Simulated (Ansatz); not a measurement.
Run report: GeH4O3F2, molecular dynamics (part 3 of 3)

GeH4O3F2; RKS B3LYP-D4/def2-SVP (Ansatz 0.2.0). It belongs to a series of runs on one base structure; here: dynamics from the highest image of the converged band.

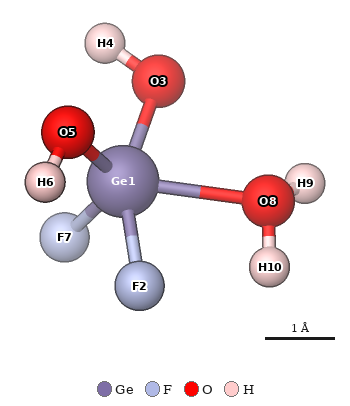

*The geometry at step 110 of the log (ball-and-stick view, seen at a tilt; atoms are numbered from 1 in the order of the input).*

## Trajectory as extended XYZ, continued
```
10
Properties=species:S:1:pos:R:3:forces:R:3 step=20 time_fs=10.0 energy=-68146.09287 temperature=43.6
Ge    0.2732    0.1846   -0.0303    0.1262  -0.2151   0.3525
F    -0.8278    0.7445    1.6037   -0.4973  -0.0519  -0.1606
O     1.7306   -0.0144   -1.0187   -0.0369  -0.4126  -0.2225
H     1.6300   -0.7420   -1.6591    0.0821   0.2895   0.2434
O    -0.8562    0.9763   -1.0582   -1.0331   0.6587  -0.2916
H    -1.6148    1.3269   -0.5486    0.3797  -0.2699  -0.2191
F    -0.0372   -1.4360    0.4791    0.0090  -0.3220   0.0043
O     1.2290    1.2739    1.1900    0.6151   0.5377  -0.2355
H     2.0388    0.8595    1.4959    0.5047  -0.0626   0.2797
H     0.3304    1.2279    1.7984   -0.1495  -0.1518   0.2494
10
Properties=species:S:1:pos:R:3:forces:R:3 step=30 time_fs=15.0 energy=-68146.09842 temperature=49.1
Ge    0.2684    0.1827   -0.0275    0.3526  -0.1075   0.0542
F    -0.8246    0.7396    1.6044   -0.4416  -0.1064  -0.1334
O     1.7295   -0.0038   -1.0161    0.0134   0.1546   0.3525
H     1.6378   -0.6937   -1.6740   -0.0170  -0.3415  -0.3382
O    -0.8505    0.9791   -1.0728   -0.0381   0.1258  -0.6742
H    -1.5797    1.3389   -0.5711   -0.6043   0.1996   0.3447
F    -0.0377   -1.4360    0.4856   -0.0114  -0.3442   0.0077
O     1.2389    1.2751    1.1809    1.1125  -0.0663   0.6043
H     2.0555    0.8538    1.5258   -0.3602   0.3404  -0.2639
H     0.3333    1.1779    1.8068   -0.0059   0.1455   0.0463
10
Properties=species:S:1:pos:R:3:forces:R:3 step=40 time_fs=20.0 energy=-68146.10554 temperature=56.0
Ge    0.2647    0.1803   -0.0246    0.3051   0.0976  -0.2085
F    -0.8267    0.7334    1.6034   -0.1222  -0.0285  -0.1238
O     1.7285    0.0054   -1.0118   -0.0067  -0.4882  -0.3013
H     1.6473   -0.6680   -1.7123   -0.0042   0.2910   0.3234
O    -0.8509    0.9865   -1.0938   -0.7911   0.4025   0.3848
H    -1.5971    1.3534   -0.5708    0.4088  -0.2958  -0.3757
F    -0.0384   -1.4403    0.4922   -0.0145  -0.2600  -0.0167
O     1.2603    1.2778    1.1788   -0.5810   0.2277   0.5645
H     2.0646    0.8894    1.5278    0.5742  -0.1916   0.0512
H     0.3349    1.1587    1.8234    0.2315   0.2452  -0.2980
10
Properties=species:S:1:pos:R:3:forces:R:3 step=50 time_fs=25.0 energy=-68146.13338 temperature=82.7
Ge    0.2618    0.1783   -0.0223   -0.3238   0.1876  -0.2844
F    -0.8305    0.7269    1.6003    0.1573  -0.0103  -0.5395
O     1.7275    0.0104   -1.0086    0.0614   0.0528   0.2945
H     1.6513   -0.6229   -1.7268   -0.0946  -0.2125  -0.1991
O    -0.8579    0.9974   -1.1124    0.4625  -0.2910   0.1268
H    -1.5982    1.3370   -0.6043   -0.4464   0.1167   0.2364
F    -0.0391   -1.4478    0.4985    0.0558  -0.1043  -0.1189
O     1.2790    1.2820    1.1859    0.3146  -0.0260   0.2878
H     2.1261    0.9178    1.5127   -0.4019   0.1424  -0.1278
H     0.3881    1.1942    1.7908    0.2151   0.1445   0.3242
10
Properties=species:S:1:pos:R:3:forces:R:3 step=60 time_fs=30.0 energy=-68146.16592 temperature=114.1
Ge    0.2578    0.1769   -0.0207   -1.0889   0.3152   0.1377
F    -0.8323    0.7201    1.5905    0.3820  -0.0454  -0.8635
O     1.7273    0.0142   -1.0034    0.0457  -0.1342   0.0696
H     1.6368   -0.5955   -1.7501   -0.0722   0.0440   0.1103
O    -0.8623    1.0059   -1.1267    0.0977  -0.1997   0.6137
H    -1.6379    1.3182   -0.6241    0.2277  -0.1720  -0.1029
F    -0.0391   -1.4567    0.5033    0.1415   0.0401  -0.2360
O     1.2992    1.2873    1.1961    0.1043   0.3127  -0.3195
H     2.1569    0.9560    1.4894    0.1262  -0.0726   0.1990
H     0.4853    1.2614    1.8257    0.0359  -0.0880   0.3917
10
Properties=species:S:1:pos:R:3:forces:R:3 step=70 time_fs=35.0 energy=-68146.21056 temperature=157.3
Ge    0.2504    0.1766   -0.0187   -1.4328   0.4176   0.7066
F    -0.8294    0.7127    1.5699    0.4532  -0.1590  -1.0311
O     1.7277    0.0166   -0.9963   -0.0513  -0.1268   0.0868
H     1.6041   -0.5673   -1.7610   -0.0193   0.0896   0.1550
O    -0.8631    1.0107   -1.1334    0.3033  -0.3451   0.4560
H    -1.6620    1.2727   -0.6465    0.1032  -0.0808   0.0240
F    -0.0374   -1.4651    0.5052    0.1909   0.1251  -0.3278
O     1.3216    1.2966    1.2041    0.1980   0.2563   0.4107
H     2.1915    0.9866    1.4978    0.0648  -0.0076  -0.0316
H     0.6066    1.3101    1.9258    0.1901  -0.1693  -0.4486
10
Properties=species:S:1:pos:R:3:forces:R:3 step=80 time_fs=40.0 energy=-68146.27230 temperature=217.1
Ge    0.2383    0.1776   -0.0145   -1.2766   0.3338   1.0312
F    -0.8208    0.7033    1.5362    0.4386  -0.2456  -1.1172
O     1.7274    0.0181   -0.9865   -0.1356   0.1914   0.5562
H     1.5651   -0.5345   -1.7561   -0.0204  -0.1870  -0.2577
O    -0.8589    1.0101   -1.1337    0.4750  -0.3966   0.0958
H    -1.6718    1.2143   -0.6576   -0.2368   0.0735   0.1773
F    -0.0333   -1.4720    0.5029    0.1984   0.1262  -0.3722
O     1.3496    1.3094    1.2154    1.2658   0.0584  -0.0406
H     2.2372    1.0173    1.4964   -0.1550   0.0746  -0.3013
H     0.7362    1.3248    1.9741   -0.5533  -0.0287   0.2284
10
Properties=species:S:1:pos:R:3:forces:R:3 step=90 time_fs=45.0 energy=-68146.37164 temperature=313.1
Ge    0.2222    0.1796   -0.0069   -0.4671   0.1436   0.9811
F    -0.8068    0.6911    1.4890    0.2873  -0.1224  -0.7087
O     1.7247    0.0204   -0.9714   -0.3705  -0.2107  -0.0443
H     1.5289   -0.5130   -1.7663    0.1642   0.2495   0.3637
O    -0.8507    1.0044   -1.1311   -0.5929  -0.1032   0.2320
H    -1.6938    1.1601   -0.6533    0.4722  -0.0048  -0.3155
F    -0.0267   -1.4774    0.4959    0.1405   0.0505  -0.3481
O     1.3903    1.3241    1.2284   -0.2667   0.1748   0.2109
H     2.2864    1.0509    1.4452    0.4021  -0.1355   0.0236
H     0.7886    1.3277    2.0159    0.2308  -0.0418  -0.3947
10
Properties=species:S:1:pos:R:3:forces:R:3 step=100 time_fs=50.0 energy=-68146.41855 temperature=358.5
Ge    0.2045    0.1821    0.0039    0.4953  -0.1715   0.4136
F    -0.7894    0.6774    1.4331   -0.0939   0.1360   0.1075
O     1.7173    0.0221   -0.9531   -0.2150   0.3336   0.7344
H     1.5177   -0.4727   -1.7502   -0.0118  -0.2373  -0.3877
O    -0.8463    0.9962   -1.1278    0.2170  -0.1461  -0.6733
H    -1.6823    1.1207   -0.6804   -0.6492   0.2356   0.2107
F    -0.0183   -1.4822    0.4846    0.0729  -0.0828  -0.2940
O     1.4337    1.3402    1.2420    0.5143  -0.1210  -0.5810
H     2.3632    1.0726    1.3840   -0.4955   0.0754   0.1005
H     0.8571    1.3213    2.0242    0.1659  -0.0218   0.3693
10
Properties=species:S:1:pos:R:3:forces:R:3 step=110 time_fs=55.0 energy=-68146.40773 temperature=348.0
Ge    0.1884    0.1840    0.0158    1.2221  -0.5628  -0.6490
F    -0.7735    0.6655    1.3791   -0.7429   0.5191   1.3539
O     1.7060    0.0263   -0.9280   -0.1828   0.0054  -0.0040
H     1.5174   -0.4478   -1.7589    0.0753   0.1801   0.3435
O    -0.8450    0.9868   -1.1313   -1.0352   0.1478  -0.4377
H    -1.7205    1.1191   -0.7084    0.5543   0.0194  -0.3229
F    -0.0091   -1.4881    0.4696    0.0055  -0.2297  -0.2105
O     1.4794    1.3557    1.2490   -0.4865   0.0336  -0.2416
H     2.3980    1.0916    1.3508    0.3445  -0.1664   0.0726
H     0.9776    1.3125    2.0813    0.2458   0.0535   0.0957
10
Properties=species:S:1:pos:R:3:forces:R:3 step=120 time_fs=60.0 energy=-68146.34575 temperature=288.0
Ge    0.1763    0.1841    0.0256    1.4621  -0.7712  -1.6834
F    -0.7670    0.6602    1.3421   -1.3212   0.8705   2.4091
O     1.6926    0.0324   -0.8997    0.1938   0.3293   0.3428
H     1.5248   -0.4095   -1.7395   -0.0725  -0.0832  -0.1258
O    -0.8529    0.9785   -1.1438    0.1604  -0.0920  -0.9190
H    -1.7207    1.1369   -0.7694   -0.3967   0.1233   0.2106
F     0.0003   -1.4968    0.4518   -0.0585  -0.2792  -0.1407
O     1.5220    1.3705    1.2530    0.1839  -0.2803   0.7873
H     2.4530    1.0897    1.3222   -0.1953   0.0353  -0.3610
H     1.1532    1.3154    2.1612    0.0439   0.1476  -0.5199
10
Properties=species:S:1:pos:R:3:forces:R:3 step=130 time_fs=65.0 energy=-68146.36311 temperature=304.8
Ge    0.1687    0.1818    0.0301    0.7678  -0.5647  -1.7313
F    -0.7764    0.6657    1.3346   -1.2081   0.8730   2.4082
O     1.6821    0.0426   -0.8681    0.5441   0.2720  -0.0359
H     1.5209   -0.3778   -1.7234   -0.0256  -0.0120  -0.0099
O    -0.8629    0.9695   -1.1679   -0.1072  -0.1516  -0.4237
H    -1.7430    1.1694   -0.8099    0.2470  -0.0675   0.0357
F     0.0089   -1.5089    0.4323   -0.1255  -0.1757  -0.0888
O     1.5669    1.3821    1.2639    0.3559  -0.2360  -0.4943
H     2.4914    1.0865    1.2177   -0.0888   0.0238  -0.2796
H     1.3148    1.3474    2.1864   -0.3596   0.0387   0.6197
10
Properties=species:S:1:pos:R:3:forces:R:3 step=140 time_fs=70.0 energy=-68146.42705 temperature=366.7
Ge    0.1636    0.1777    0.0291   -0.4979  -0.0230  -0.6735
F    -0.8005    0.6817    1.3563   -0.4207   0.4669   1.2805
O     1.6796    0.0566   -0.8373    0.8008   0.1178  -0.5692
H     1.5130   -0.3464   -1.7067    0.1121   0.1144   0.2125
O    -0.8725    0.9576   -1.1989    0.2129  -0.3558   0.0171
H    -1.7388    1.1954   -0.8308    0.2170  -0.0972   0.0476
F     0.0159   -1.5231    0.4116   -0.1926   0.0427  -0.0648
O     1.6142    1.3900    1.2738   -0.6067  -0.1323   0.4055
H     2.5099    1.0883    1.0600    0.0409  -0.0134   0.1987
H     1.4351    1.3903    2.2427    0.3343  -0.1201  -0.8543
10
Properties=species:S:1:pos:R:3:forces:R:3 step=150 time_fs=75.0 energy=-68146.43399 temperature=373.5
Ge    0.1568    0.1734    0.0260   -1.3740   0.3612   0.4210
F    -0.8299    0.7036    1.3941    0.4503  -0.0266  -0.0814
O     1.6892    0.0736   -0.8124    0.8780   0.3571  -0.0469
H     1.5249   -0.3064   -1.6787    0.0838  -0.1484  -0.4201
O    -0.8774    0.9402   -1.2302    0.8426  -0.6268   0.2565
H    -1.7106    1.2052   -0.8319   -0.3353   0.0770   0.1932
F     0.0205   -1.5367    0.3901   -0.2408   0.2852  -0.0529
O     1.6559    1.3953    1.2817   -0.3119  -0.2052  -1.3718
H     2.5174    1.0944    0.9414   -0.1291   0.0753   0.3479
H     1.6017    1.4077    2.2323    0.1364  -0.1489   0.7546
10
Properties=species:S:1:pos:R:3:forces:R:3 step=160 time_fs=80.0 energy=-68146.39486 temperature=335.6
Ge    0.1458    0.1703    0.0240   -1.2854   0.4083   0.9235
F    -0.8539    0.7253    1.4314    1.0011  -0.3734  -1.0310
O     1.7110    0.0942   -0.7919    0.3925  -0.0002  -0.6865
H     1.5650   -0.2737   -1.6861    0.1658   0.1953   0.3989
O    -0.8739    0.9147   -1.2562   -0.1299  -0.2734   0.9604
H    -1.6996    1.2144   -0.8155    0.4776  -0.1936  -0.3592
F     0.0220   -1.5468    0.3679   -0.2806   0.4383  -0.0191
O     1.6912    1.3984    1.2796   -0.2213  -0.0809   0.6310
H     2.5251    1.1066    0.8865    0.1474  -0.0437  -0.1438
H     1.7979    1.3900    2.2551   -0.2670  -0.0767  -0.6741
10
Properties=species:S:1:pos:R:3:forces:R:3 step=170 time_fs=85.0 energy=-68146.34193 temperature=284.4
Ge    0.1308    0.1684    0.0250   -0.4971   0.3241   1.0307
F    -0.8655    0.7424    1.4560    1.2361  -0.5544  -1.5033
O     1.7390    0.1167   -0.7771   -0.0790   0.3030   0.4126
H     1.6336   -0.2236   -1.6689   -0.0436  -0.1344  -0.3960
O    -0.8671    0.8833   -1.2708    0.7365  -0.5282   0.3922
H    -1.6593    1.2076   -0.8414   -0.6577   0.2489   0.1251
F     0.0200   -1.5515    0.3455   -0.2974   0.4755   0.0216
O     1.7241    1.3997    1.2796    0.2879  -0.1698  -0.0924
H     2.5342    1.1195    0.8133   -0.3053   0.0662  -0.1810
H     1.9487    1.3518    2.2182   -0.3805  -0.0309   0.1905
10
Properties=species:S:1:pos:R:3:forces:R:3 step=180 time_fs=90.0 energy=-68146.33941 temperature=281.8
Ge    0.1141    0.1677    0.0294    0.4032   0.2887   1.0444
F    -0.8617    0.7527    1.4621    1.1876  -0.5911  -1.5038
O     1.7655    0.1421   -0.7605   -0.6021   0.0129  -0.0672
H     1.6984   -0.1797   -1.6777   -0.0812   0.1122   0.2997
O    -0.8555    0.8466   -1.2768   -0.6103   0.1902   0.4915
H    -1.6761    1.2184   -0.8848    0.4447  -0.2541  -0.3429
F     0.0142   -1.5503    0.3234   -0.2931   0.3532   0.0781
O     1.7593    1.3989    1.2797   -0.4337   0.0811  -0.3407
H     2.4962    1.1399    0.6984   -0.0342  -0.0587   0.1012
H     2.0134    1.3061    2.2020    0.0190  -0.1345   0.2397
10
Properties=species:S:1:pos:R:3:forces:R:3 step=190 time_fs=95.0 energy=-68146.33221 temperature=275.0
Ge    0.0987    0.1679    0.0372    1.2287   0.2834   0.8093
F    -0.8431    0.7556    1.4495    0.8832  -0.4665  -1.0820
O     1.7833    0.1686   -0.7422   -0.9219   0.0310   0.2956
H     1.7428   -0.1247   -1.6625   -0.1417  -0.0102  -0.0574
O    -0.8479    0.8103   -1.2778    0.0124   0.0109  -0.3817
H    -1.6689    1.2065   -0.9729   -0.3408   0.0893   0.1281
F     0.0048   -1.5447    0.3023   -0.2692   0.1149   0.1373
O     1.7890    1.3992    1.2774   -0.6470   0.1778   0.6866
H     2.4490    1.1459    0.6073    0.2106  -0.1921   0.2659
H     2.0698    1.2300    2.2003   -0.0144  -0.0385  -0.8016
10
Properties=species:S:1:pos:R:3:forces:R:3 step=200 time_fs=100.0 energy=-68146.34785 temperature=290.1
Ge    0.0873    0.1691    0.0476    1.8691   0.1795  -0.0253
F    -0.8135    0.7528    1.4236    0.3042  -0.1244  -0.1848
O     1.7874    0.1953   -0.7205   -1.0685  -0.1242   0.1745
H     1.7542   -0.0696   -1.6487   -0.1386  -0.0411  -0.1122
O    -0.8434    0.7758   -1.2832   -0.4469   0.2971  -0.5962
H    -1.6874    1.1889   -1.0481    0.0839  -0.1245   0.1019
F    -0.0081   -1.5377    0.2829   -0.2318  -0.1734   0.2094
O     1.8089    1.4026    1.2782   -0.5408   0.3935  -0.4898
H     2.4328    1.1155    0.5793   -0.0791   0.0015   0.1592
H     2.1450    1.1311    2.1253    0.2484  -0.2840   0.7634
```

This output came from the following input.

## The input
```yaml
crystal:
  periodic: [false, false, false]
  atoms:
    - { symbol: Ge, position_ang: [0.284003, 0.187068, -0.032361] }
    - { symbol: F, position_ang: [-0.849649, 0.753957, 1.598503] }
    - { symbol: O, position_ang: [1.731875, -0.042226, -1.024383] }
    - { symbol: H, position_ang: [1.649722, -0.806688, -1.610727] }
    - { symbol: O, position_ang: [-0.894193, 0.989581, -1.047951] }
    - { symbol: H, position_ang: [-1.658873, 1.234056, -0.504536] }
    - { symbol: F, position_ang: [-0.036015, -1.446147, 0.466037] }
    - { symbol: O, position_ang: [1.242066, 1.285385, 1.208199] }
    - { symbol: H, position_ang: [2.094373, 0.946009, 1.520276] }
    - { symbol: H, position_ang: [0.28049, 1.186201, 1.815542] }
basis:
  gaussian: { orbitals: def2-SVP }
hamiltonian:
  xc: b3lyp
  dispersion: d4
md:
  timestep: 0.5
  n_steps: 200
  ensemble: nve
  temperature: 100.0
  initial_velocities: maxwell_boltzmann
  seed: 2888
```

Launch command:
```bash
ansatz run input.yaml --threads 4 --pin off --max-ram 5120MiB --backend cpu --events-out ev --progress --plain --runs-dir out
```

## Results in brief

- outcome: finished
- mean temperature over the second half: 318 K
- trajectory: 200 steps, 100 fs
- ensemble: nve
- temperature in the input: 100.0 K
- time step: 0.5 fs
- potential energy (last step): −68146.3481 eV
- mean-field energy (last step): −68146.0383 eV
- largest force (length of the vector) (last step): 1.878 eV/Å
- hardware: 4 threads of Arm Neoverse V1, 24 GiB of memory available, shared host
- wall time: 8.8 min (CPU time 33 min)
- peak memory: 0.34 GiB

## Remarks

So short a trajectory is not equilibrated.
